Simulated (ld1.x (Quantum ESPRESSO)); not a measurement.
# Ga, PAW: a sweep of the rcutus of the d waves, part 2 of 2

Aim: generate and test one potential in full, then change the rcutus of the d waves and see what happens to hardness, ghosts and transferability.

ld1.x (Quantum ESPRESSO) 7.5; first potential PBEsol, scalar-relativistic. The steps go on from the part before.

## Step 6: Variant: rcutus of the d waves (bohr) = 0.88

Ga.in

```
 &input
   title='Ga', zed=31., rel=1, dft='PBESOL', iswitch=3,
   config='[Ar] 3d10 4s0 4p0',
   nld=3, rlderiv=1.90, eminld=-6.0, emaxld=5.0, deld=0.02
 /
 &inputp
   pseudotype=3, lpaw=.true., tm=.true., lloc=-1, rcloc=1.55,
   nlcc=.true., new_core_ps=.true.,
   which_augfun='PSQ', rmatch_augfun_nc=.true.,
   file_pseudopw='Ga.UPF', file_wfcaegen='ae.wfc', file_wfcncgen='nc.wfc', file_beta='beta', file_chi='chi', file_wfcusgen='us.wfc'
 /
6
4S  1  0   0.00   0.00  1.25  1.75  0.0
4S  1  0   0.00   2.55  1.25  1.75  0.0
4P  2  1   0.00   0.00  1.05  1.45  0.0
4P  2  1   0.00  -0.80  1.05  1.45  0.0
3D  3  2  10.00   0.00  0.84  0.88  0.0
3D  3  2   0.00  -1.70  0.84  0.88  0.0
 &test
   configts(1)='3d10 4s0 4p0'
 /
```

Run with:

```bash
$ ld1.x < Ga.in > Ga.out
```

What the program wrote to Ga.out (without the banner and most projector matrices):

```text
     Program LD1 v.7.5
     [... all-electron run as in step 2 ...]


     --------------------- Generating PAW atomic setup --------------------

      Generating local potential from pseudized AE potential:
      Matching radius rcloc =   1.5500

      Local pseudo, rcloc= 1.554 Estimated cut-off energy=     9.49 Ry

      Computing core charge for nlcc:

       r > 0.31 : true rho core
      Core charge pseudized with two Bessel functions
      Integrated core pseudo-charge :  14.62
      Wfc-us  4S rcutus= 1.761  Estimated cut-off energy=    14.49 Ry
      Wfc-us  4S rcutus= 1.761  Estimated cut-off energy=    25.91 Ry
      Wfc-us  4P rcutus= 1.442  Estimated cut-off energy=    33.03 Ry
      Wfc-us  4P rcutus= 1.442  Estimated cut-off energy=    34.30 Ry
      Wfc-us  3D rcutus= 0.875  Estimated cut-off energy=   149.82 Ry
      Wfc-us  3D rcutus= 0.875  Estimated cut-off energy=   162.02 Ry

     Required augmentation: PSQ   radius:    1.750000

     Q pseudized with Bessel functions
     Expected ecutrho=     619.9637 due to l1=  2   l2=  2

     Estimated PAW energy = -270.501946 Ryd

     The PAW screened D coefficients
     1.86344     2.03000     0.00000     0.00000     0.00000     0.00000
     2.03000     2.35629     0.00000     0.00000     0.00000     0.00000
     0.00000     0.00000     0.18382     0.32213     0.00000     0.00000
     0.00000     0.00000     0.32213     0.53918     0.00000     0.00000
     0.00000     0.00000     0.00000     0.00000    -9.17512    -5.60547
     0.00000     0.00000     0.00000     0.00000    -5.60547    -3.44354

     The PAW descreened D coefficients (US)
     1.26260     1.26927     0.00000     0.00000     0.00000     0.00000
     1.26927     1.39170     0.00000     0.00000     0.00000     0.00000
     0.00000     0.00000     0.75149     1.06780     0.00000     0.00000
     0.00000     0.00000     1.06780     1.51285     0.00000     0.00000
     0.00000     0.00000     0.00000     0.00000    -5.83445    -3.33497
     0.00000     0.00000     0.00000     0.00000    -3.33497    -1.89583

     ------------------- End of pseudopotential generation -------------------

     [... all-electron run as in step 2 ...]


     Computing logarithmic derivative in   1.91034

       Warning: n=2, l=1 expected 0 nodes, found 1
       Setting wfc to zero for this iteration
       (This warning will only be printed once per wavefunction)

       Zero norm: self consistency problem; state:  3 (l=  1, j=0.0)
     Computing logarithmic derivative in   1.91034
     Computing the partial wave expansion
     R is outside the sphere for l=    0 j= 0.00
     R is outside the sphere for l=    0 j= 0.00
     R is outside the sphere for l=    1 j= 0.00
     R is outside the sphere for l=    1 j= 0.00
     R is outside the sphere for l=    2 j= 0.00
     R is outside the sphere for l=    2 j= 0.00

     ---------------------- Testing the pseudopotential ----------------------

     Ga
     scalar relativistic calculation

     atomic number is 31.00   valence charge is 13.00
     dft = SLA  PW   PSX  PSC   lsd =0 sic =0 latt =0  beta=0.20 tr2=1.0E-14
     mesh =1205 r(mesh) = 101.09016 xmin = -7.00 dx = 0.01250

     n l     nl             e AE (Ry)        e PS (Ry)    De AE-PS (Ry)
     3 2     3D   1(10.00)       -3.85556       -3.85557        0.00001
     1 0     4S   1( 0.00)       -2.66820       -2.66821        0.00001
     2 1     4P   1( 0.00)       -1.97821       -1.97821        0.00000

     eps = 1.7E-16  iter =  4

     Etot =   -3880.661650 Ry,   -1940.330825 Ha,  -52799.091522 eV
     Etotps =  -270.501968 Ry,    -135.250984 Ha,   -3680.366762 eV

     Ekin =     264.583324 Ry,     132.291662 Ha,    3599.839517 eV
     Encl =    -506.496194 Ry,    -253.248097 Ha,   -6891.231787 eV
     Ehrt =     117.865224 Ry,      58.932612 Ha,    1603.638074 eV
     Ecxc =    -146.454322 Ry,     -73.227161 Ha,   -1992.612566 eV
     (Ecc =     -59.010050 Ry,     -29.505025 Ha,    -802.872637 eV)

     ---------------------- End of pseudopotential test ----------------------
```

Wall time 2.9 s (1 thread, shared host). This counts the later configuration tests of the new file too.

The new file went through the configuration test as well (its log is not shown).

5 tests gave no usable energy difference (3d10 4s2 4p1; 3d9 4s2 4p1; 3d10 4s2 4p1.3; 3d10 4s0 4p3; others).

The tests as a table, with energies relative to 3d10 4s0 4p0.

```tsv
valence configuration	charge	ΔE all-electron (eV)	error AE − PS (meV)
3d10 4s2 4p0	+1	-52.257	-1.6
3d10 4s1 4p0	+2	-31.121	+0.2
```

Against the first potential, the loose cutoff goes from 70 Ry to 200 Ry, the largest error in the tests that it solved is -1.6 meV (3d10 4s2 4p0) and a bound ghost remains (p).

## Step 7: Changed: rcutus of the d waves (bohr) = 1.96

Ga.in: that of step 6 with these lines changed.

```diff
@@ -3,3 +3,3 @@
    config='[Ar] 3d10 4s0 4p0',
-   nld=3, rlderiv=1.90, eminld=-6.0, emaxld=5.0, deld=0.02
+   nld=3, rlderiv=2.15, eminld=-6.0, emaxld=5.0, deld=0.02
  /
@@ -16,4 +16,4 @@
 4P  2  1   0.00  -0.80  1.05  1.45  0.0
-3D  3  2  10.00   0.00  0.84  0.88  0.0
-3D  3  2   0.00  -1.70  0.84  0.88  0.0
+3D  3  2  10.00   0.00  1.05  1.96  0.0
+3D  3  2   0.00  -1.70  1.05  1.96  0.0
  &test
```

Run with:

```bash
$ ld1.x < Ga.in > Ga.out
```

The output, Ga.out (without the banner and most projector matrices):

```text
     Program LD1 v.7.5
     [... all-electron run as in step 2 ...]


     --------------------- Generating PAW atomic setup --------------------

      Generating local potential from pseudized AE potential:
      Matching radius rcloc =   1.5500

      Local pseudo, rcloc= 1.554 Estimated cut-off energy=     9.49 Ry

      Computing core charge for nlcc:

       r > 0.31 : true rho core
      Core charge pseudized with two Bessel functions
      Integrated core pseudo-charge :  14.62
      Wfc-us  4S rcutus= 1.761  Estimated cut-off energy=    14.49 Ry
      Wfc-us  4S rcutus= 1.761  Estimated cut-off energy=    25.91 Ry
      Wfc-us  4P rcutus= 1.442  Estimated cut-off energy=    33.03 Ry
      Wfc-us  4P rcutus= 1.442  Estimated cut-off energy=    34.30 Ry
      Wfc-us  3D rcutus= 1.946  Estimated cut-off energy=    32.28 Ry
      Wfc-us  3D rcutus= 1.946  Estimated cut-off energy=    26.72 Ry

     Required augmentation: PSQ   radius:    1.960000

     Q pseudized with Bessel functions
     Expected ecutrho=     431.9460 due to l1=  2   l2=  2

     Estimated PAW energy = -270.501946 Ryd

     The PAW screened D coefficients
     1.86344     2.03000     0.00000     0.00000     0.00000     0.00000
     2.03000     2.35629     0.00000     0.00000     0.00000     0.00000
     0.00000     0.00000     0.18382     0.32213     0.00000     0.00000
     0.00000     0.00000     0.32213     0.53918     0.00000     0.00000
     0.00000     0.00000     0.00000     0.00000    -3.80390    -0.84597
     0.00000     0.00000     0.00000     0.00000    -0.84597     0.02542

     The PAW descreened D coefficients (US)
     1.22753     1.23094     0.00000     0.00000     0.00000     0.00000
     1.23094     1.35360     0.00000     0.00000     0.00000     0.00000
     0.00000     0.00000     0.72413     1.02971     0.00000     0.00000
     0.00000     0.00000     1.02971     1.45978     0.00000     0.00000
     0.00000     0.00000     0.00000     0.00000     5.75812     2.88061
     0.00000     0.00000     0.00000     0.00000     2.88061     1.67523

     ------------------- End of pseudopotential generation -------------------

     [... all-electron run as in step 2 ...]


     Computing logarithmic derivative in   2.13781

       Warning: n=2, l=1 expected 0 nodes, found 1
       Setting wfc to zero for this iteration
       (This warning will only be printed once per wavefunction)

       Zero norm: self consistency problem; state:  3 (l=  1, j=0.0)
     Computing logarithmic derivative in   2.13781
     Computing the partial wave expansion
     R is outside the sphere for l=    0 j= 0.00
     R is outside the sphere for l=    0 j= 0.00
     R is outside the sphere for l=    1 j= 0.00
     R is outside the sphere for l=    1 j= 0.00
     R is outside the sphere for l=    2 j= 0.00
     R is outside the sphere for l=    2 j= 0.00

     ---------------------- Testing the pseudopotential ----------------------

     Ga
     scalar relativistic calculation

     atomic number is 31.00   valence charge is 13.00
     dft = SLA  PW   PSX  PSC   lsd =0 sic =0 latt =0  beta=0.20 tr2=1.0E-14
     mesh =1205 r(mesh) = 101.09016 xmin = -7.00 dx = 0.01250

     n l     nl             e AE (Ry)        e PS (Ry)    De AE-PS (Ry)
     3 2     3D   1(10.00)       -3.85556       -3.85556        0.00000
     1 0     4S   1( 0.00)       -2.66820       -2.66821        0.00001
     2 1     4P   1( 0.00)       -1.97821       -1.97821        0.00000

     eps = 1.6E-15  iter =  3

     Etot =   -3880.661650 Ry,   -1940.330825 Ha,  -52799.091522 eV
     Etotps =  -270.501946 Ry,    -135.250973 Ha,   -3680.366473 eV

     Ekin =     264.583505 Ry,     132.291753 Ha,    3599.841977 eV
     Encl =    -506.496420 Ry,    -253.248210 Ha,   -6891.234858 eV
     Ehrt =     117.865308 Ry,      58.932654 Ha,    1603.639209 eV
     Ecxc =    -146.454340 Ry,     -73.227170 Ha,   -1992.612800 eV
     (Ecc =     -59.010050 Ry,     -29.505025 Ha,    -802.872637 eV)

     ---------------------- End of pseudopotential test ----------------------
```

Run time: 2.7 s. Hardware: 1 thread, shared host. This counts the later configuration tests of the new file too.

The test run was repeated on this file; only its results are given.

5 tests gave no usable energy difference (3d10 4s2 4p1; 3d9 4s2 4p1; 3d10 4s2 4p1.3; 3d10 4s0 4p3; others); the test run stopped with "negative rho".

Energies count from the reference configuration 3d10 4s0 4p0; the error is all-electron less pseudo.

```csv
valence configuration,charge,ΔE all-electron (eV),error AE − PS (meV)
3d10 4s2 4p0,+1,-52.257,-11
3d10 4s1 4p0,+2,-31.121,-2.2
```

Against the first potential, the loose cutoff goes from 70 Ry to 30 Ry, the largest error in the tests that it solved is -11 meV (3d10 4s2 4p0) and a bound ghost remains (p).

## Step 8: All runs side by side

The summary covers parts 1 to 2.

Cutoffs, loose and tight: the cutoffs (Ry, on a coarse ladder) from which the occupation-weighted sum of valence levels, in a spherical-Bessel basis at the reference potential, stays within 10 and 1 mRy of its value at 400 Ry; empty and scattering waves don't count. The number of plane waves in a given cell goes as the cutoff to the power 3/2; it is given for the loose cutoff, relative to the first potential. Test errors are all-electron less pseudo. The phase difference is the largest within 1 Ry of zero, over the channels with partial waves. 4 further runs were made in the same way; their inputs and logs are not shown.

| rcutus of the d waves (bohr) | outcome | cutoff, loose | cutoff, tight | plane waves, relative | bound ghosts | largest test error (meV) | phase difference near zero (rad) | lowest overlap eigenvalue (Bessel basis) |
| --- | --- | --- | --- | --- | --- | --- | --- | --- |
| 0.88 | generated | 200 Ry | over 300 Ry | 4.83 | p | -1.6 (5 tests unsolved) | 0.001 | 0.580 |
| 1.08 | generated | 140 Ry | 230 Ry | 2.83 | p | -1.7 (5 tests unsolved) | 0.001 | 0.580 |
| 1.3 (first) | generated | 70 Ry | 140 Ry | 1.00 | p | -2.3 (5 tests unsolved) | 0.002 | 0.346 |
| 1.34 | generated | 70 Ry | 120 Ry | 1.00 | p | -2.5 (5 tests unsolved) | 0.002 | 0.274 |
| 1.48 | generated | 50 Ry | 90 Ry | 0.60 | p | none usable | 0.002 | 0.146 |
| 1.74 | generated | 35 Ry | 55 Ry | 0.35 | p | -12 (5 tests unsolved) | 0.139 | 0.580 |
| 1.96 | generated | 30 Ry | 45 Ry | 0.28 | p | -11 (5 tests unsolved) | 0.149 | 0.580 |

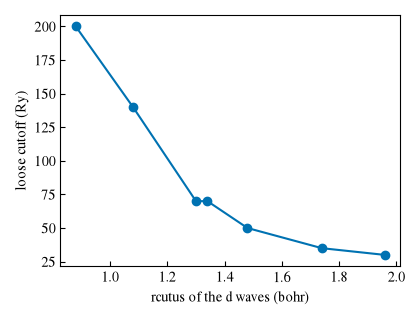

The series at a glance.

**Reading.** As the rcutus of the d waves grows from 0.88 to 1.96, the loose cutoff falls from 200 Ry to 30 Ry. Every potential shown has a bound ghost; this setting does not remove it.

The first potential by itself. A bound ghost (p) makes it unfit for use: electrons can fall into a state that the atom doesn't have. The worst unpolarised test, 3d10 4s2 4p0, is off by 2.3 meV on 52.3 eV; by total energies transferability rates as very good where solved. Atomic tests can pass in spite of a ghost, since they solve only for the levels asked. Of the tests 5 gave no usable energy difference, which is a warning in itself.
